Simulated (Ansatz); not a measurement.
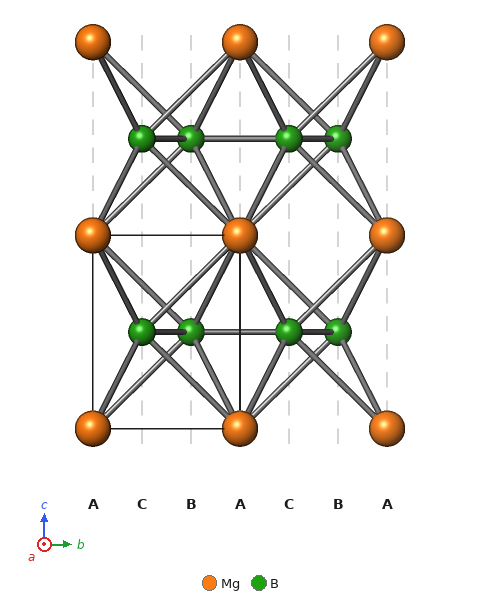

The picture looks along a close-packed row of the hexagonal mesh; c points upwards. The dashed lines mark the three columns A (0, 0), B (1/3, 2/3) and C (2/3, 1/3). The sequence starts with the first layer at or above the cell's origin.

The compound is MgB2 (space group P6/mmm, No. 191), taken as the geometry relaxed with DFT PBE+D3(BJ), scalar-relativistic, plane waves, PAW in Ansatz.

List the layers of one repeat.

Answer. Mg(A) – B(B)+B(C) (two layers in 3.47 Å).

Heights of the layers:

```
layer  atoms (column)  height (Å)  to next (Å)
    1           Mg(A)        0.00         1.73
    2       B(B)+B(C)        1.73         1.73
```
